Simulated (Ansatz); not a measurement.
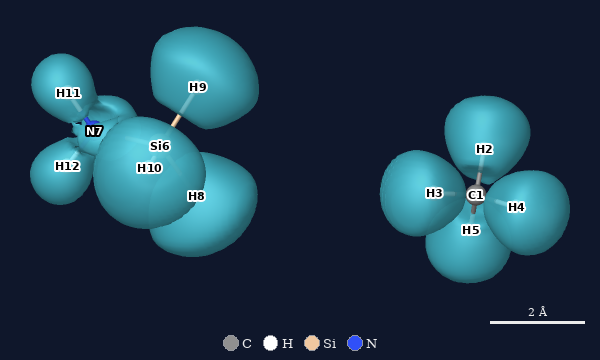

The picture shows: CH$_{4}$···H$_{5}$NSi (SMILES C.[SiH3]N). Isosurface of the electron localisation function at 0.8 (cyan), seen at a tilt. Only the valence region is drawn (cores and ρ < 0.01 e/Å³ removed).

Geometry: rigid move from PBE0-D4/def2-TZVP.

Theory: RKS PBE0-D4/def2-TZVPPD in Ansatz 0.2.0.

Input file:

```
crystal:
  periodic: [false, false, false]
  atoms:
    - {symbol: C, position_ang: [-0.108300, -0.177596, -2.590370]}
    - {symbol: H, position_ang: [-0.828034, 0.625381, -2.434015]}
    - {symbol: H, position_ang: [0.832563, 0.076839, -2.102423]}
    - {symbol: H, position_ang: [0.062584, -0.310337, -3.658385]}
    - {symbol: H, position_ang: [-0.499019, -1.102824, -2.167568]}
    - {symbol: Si, position_ang: [0.225177, 0.331258, 4.974612]}
    - {symbol: N, position_ang: [0.069893, 0.475258, 6.681803]}
    - {symbol: H, position_ang: [-0.448235, -0.927017, 4.562463]}
    - {symbol: H, position_ang: [-0.437624, 1.507964, 4.356300]}
    - {symbol: H, position_ang: [1.623842, 0.281671, 4.451004]}
    - {symbol: H, position_ang: [0.309309, 1.343377, 7.132961]}
    - {symbol: H, position_ang: [0.301936, -0.307647, 7.271550]}
basis:
  gaussian: {orbitals: "def2-TZVPPD.json"}
hamiltonian: {xc: pbe0, dispersion: d4}
output: {orbitals: {seedname: orbitals}}
```

Run with:

```sh
ansatz run in.yaml --threads 4 --pin off --events-out ev --progress --plain --max-ram 9574MiB
```

> Describe the localisation domains.

The surface consists of seven regions around hydrogen nuclei and one joined region spread over several atoms (H, N), in which their bonds and any lone pairs are merged.

Values along the shortest contacts:
Si–N (1.72 Å): the ELF peaks at about 0.90 between the atoms (a shared but strongly polarised pair). N–H (1.01 Å): the ELF climbs to about 1 towards the hydrogen, as it does in any bond to H; a covalent bond by its length.
